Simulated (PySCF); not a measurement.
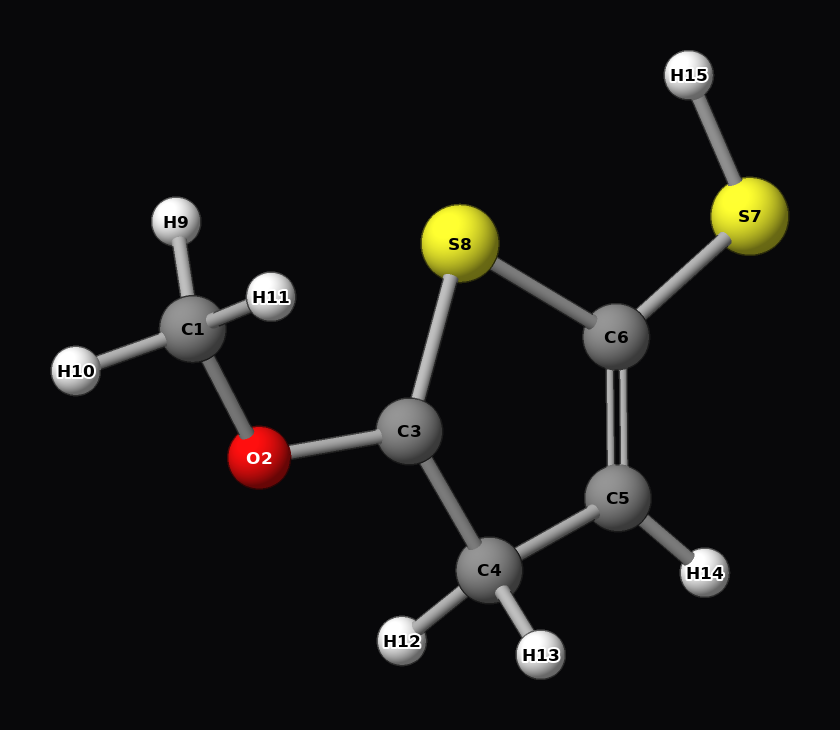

The questions are on Mulliken spin populations. State: neutral, doublet. The geometry was computed by an optimisation with GFN2-xTB. No frequency run is at hand to confirm it as a minimum. Properties computed with UKS B3LYP, pcH-1 on C H O S, non-relativistic (PySCF 2.14.0).

Q: Which atom carries the largest spin population?

A: C3 (0.75 e).

Q: Which atom has the lowest spin population?

A: C4 (−0.06 e); a negative value comes from spin polarisation.

Give the Mulliken spin populations atom by atom.

```csv
atom,value (e)
C1,−0.01
O2,0.08
C3,0.75
C4,−0.06
C5,0.04
C6,−0.02
S7,0.00
S8,0.10
H9,0.00
H10,0.00
H11,0.02
H12,0.07
H13,0.03
H14,0.00
H15,0.00
```

Mulliken values depend strongly on the basis set.
